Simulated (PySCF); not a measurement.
# N2H (dinitrogen monohydride): levels of theory compared

Aim: a comparison of 6 runs (U-revPBE/def2-TZVPPD, UBHLYP/def2-TZVPPD, UCAM-B3LYP/def2-TZVPPD, UM06-L/def2-TZVPPD, UPBE0/def2-TZVPPD, UTPSS/def2-TZVPPD) of N2H (dinitrogen monohydride). The job is set up through a Python script.

The results are computed with PySCF 2.14.0.

4 further runs of the same task are left out: 2 that didn't finish, 2 set aside as unsound or not needed.

## Step 1: Starting point

The species is N2H (3 atoms), meant as a doublet with charge 0. As SMILES, `[N]=N`. The N1–N2 distance was set to 2.560 Å, away from the relaxed value. At this shape a bond of the SMILES string is far longer than usual.

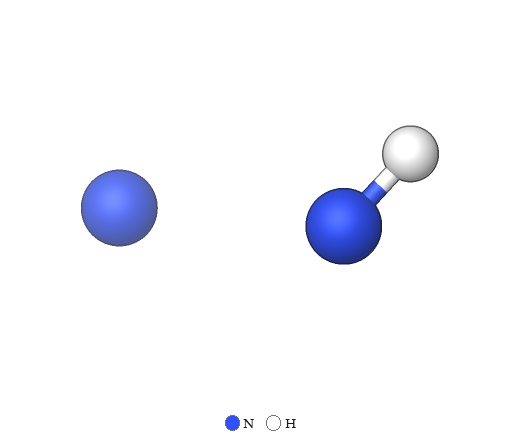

The structure, seen from a chosen angle (nitrogen blue, hydrogen white).

## Step 2: The energy at U-revPBE/def2-TZVPPD (run 1)

Input file start.xyz:

```xyz
3

N      1.865294    -1.186531     0.898792
N     -0.243160    -0.185380    -0.152740
H     -0.472040     0.825820    -0.172480
```

Input file input.py:

```python
from pyscf import gto, dft

mol = gto.Mole()
mol.atom = 'start.xyz'
mol.charge = 0
mol.basis = 'def2-tzvppd'
mol.verbose = 3
mol.spin = 1
mol.max_memory = 1860
mol.build()

mf = dft.UKS(mol)
mf.xc = 'revpbe'
mf.grids.level = 5
mf.conv_tol = 1e-10
mf.kernel()
if not mf.converged:
    mf = mf.newton().run(mf.mo_coeff, mf.mo_occ)

etot = mf.e_tot
print('E(%s) = %.9f' % ('REVPBE', etot))
```

Command:

```bash
$ OMP_NUM_THREADS=1 python input.py
```

The program printed:

```text
converged SCF energy = -109.821233469617  <S^2> = 2.5875798  2S+1 = 3.3690235
E(REVPBE) = -109.821233470
```

Wall time 18 s (1 thread of Arm Neoverse V2, shared host); peak memory 0.44 GiB.

## Step 3: The energy at UBHLYP/def2-TZVPPD (run 2)

start.xyz is that of step 2.

Input file input.py:

```python
from pyscf import gto, dft

molecule = gto.M(
    atom='start.xyz',
    verbose=4,
    spin=1,
    basis='def2-tzvppd',
    max_memory=1860,
    charge=0,
)

myscf = dft.UKS(molecule)
myscf.xc = 'bhandhlyp'
myscf.conv_tol = 1e-10
myscf.grids.level = 5
myscf.kernel()
if not myscf.converged:
    myscf = myscf.newton().run(myscf.mo_coeff, myscf.mo_occ)

etot = myscf.e_tot
print(f'total energy: {etot:.8f} hartree')
```

Command:

```bash
$ OMP_NUM_THREADS=1 python input.py
```

The program printed:

```text
PySCF version 2.14.0

[... 52 lines left out ...]
WARN: HOMO -0.199421452699375 >= LUMO -0.199421452699376
[... 82 lines left out ...]
converged SCF energy = -109.814065691878  <S^2> = 2.7026246  2S+1 = 3.4366406
total energy: -109.81406569 hartree
```

Run time: 18 s. Hardware: 1 thread of Arm Neoverse V2, shared host; peak memory 0.44 GiB.

Runs 3 to 4 aren't shown in full; the table further down has their settings and results.

## Step 4: A single-point energy at UPBE0/def2-TZVPPD (run 5)

Input file mol.xyz:

```xyz
3

N      1.865294    -1.186531     0.898792
N     -0.243160    -0.185380    -0.152740
H     -0.472040     0.825820    -0.172480
```

Input file input.py:

```python
from pyscf import gto, dft

system = gto.Mole()
system.atom = 'mol.xyz'
system.spin = 1
system.basis = 'def2-tzvppd'
system.charge = 0
system.verbose = 3
system.max_memory = 1860
system.build()

calc0 = dft.UKS(system, xc='pbe0')
calc0.grids.level = 5
calc0.conv_tol = 1e-10
calc0.kernel()
if not calc0.converged:
    calc0 = calc0.newton().run(calc0.mo_coeff, calc0.mo_occ)

etot = calc0.e_tot
print('E = %.10f Eh' % etot)
```

Command:

```bash
$ OMP_NUM_THREADS=1 python input.py
```

The program printed:

```text
converged SCF energy = -109.726411328571  <S^2> = 2.6732784  2S+1 = 3.4195195
E = -109.7264113286 Eh
```

It took 19 s on 1 thread of Arm Neoverse V2, shared host; peak memory 0.44 GiB.

## Step 5: The energy at UTPSS/def2-TZVPPD (run 6)

Input file input.py:

```python
from pyscf import gto, dft

system = gto.Mole()
system.atom = '''
N      3.524895    -2.242219     1.698471
N     -0.459506    -0.350317    -0.288637
H     -0.892026     1.560574    -0.325940
'''
system.unit = 'bohr'
system.max_memory = 1860
system.basis = 'def2-tzvppd'
system.verbose = 3
system.spin = 1
system.build()

mf = dft.UKS(system, xc='tpss')
mf.conv_tol = 1e-10
mf.grids.level = 5
mf.kernel()
if not mf.converged:
    mf = mf.newton().run(mf.mo_coeff, mf.mo_occ)

etot = mf.e_tot
print(f'total energy: {etot:.8f} hartree')
```

Command:

```bash
$ OMP_NUM_THREADS=1 python input.py
```

The program printed:

```text
WARN: HOMO -0.201060492905156 >= LUMO -0.201060492905157

WARN: HOMO -0.10140646461507 >= LUMO -0.113388452928188

WARN: HOMO -0.124005612383542 >= LUMO -0.138364476319644

converged SCF energy = -109.873128820547  <S^2> = 2.6236131  2S+1 = 3.390347
total energy: -109.87312882 hartree
```

Run time: 92 s. Hardware: 1 thread of Arm Neoverse V2, shared host; peak memory 0.5 GiB.

## Step 6: All runs side by side

```
run                   level  energy (Eh)  dipole moment (D)  HOMO energy (eV)  LUMO energy (eV)  wall time
  1    U-revPBE/def2-TZVPPD  -109.821233               1.42             -7.53             -4.20       18 s
  2      UBHLYP/def2-TZVPPD  -109.814066               1.57            -10.85             -1.25       18 s
  3  UCAM-B3LYP/def2-TZVPPD  -109.805290               1.55            -10.71             -1.65       24 s
  4      UM06-L/def2-TZVPPD  -109.839053               1.47             -7.82             -3.60       58 s
  5       UPBE0/def2-TZVPPD  -109.726411               1.52             -9.26             -2.61       19 s
  6       UTPSS/def2-TZVPPD  -109.873129               1.50             -7.72             -3.72       92 s
```

## Step 7: What came out

| quantity | value |
| --- | --- |
| run 6: total energy | -109.87313 Eh |
| run 6: dipole moment | 1.50 D |
| run 6: HOMO energy (highest over α and β) | -7.72 eV |
| run 6: LUMO energy (lowest over α and β) | -3.72 eV |
| run 6: ⟨S²⟩ | 2.624 |

What this shows: The dipole moment (its size) runs from 1.42 D (U-revPBE/def2-TZVPPD) to 1.57 D (UBHLYP/def2-TZVPPD). Totals of different functionals can't be ranked against each other. Spin contamination of the reference: run 2 ⟨S²⟩ = 2.70, run 3 ⟨S²⟩ = 2.68, run 5 ⟨S²⟩ = 2.67, run 4 ⟨S²⟩ = 2.66, run 6 ⟨S²⟩ = 2.62, run 1 ⟨S²⟩ = 2.59. Where it is this large, the reference is a mixture of spin states, and values that rest on it are in doubt. All runs together took 3.8 min, the longest 92 s.
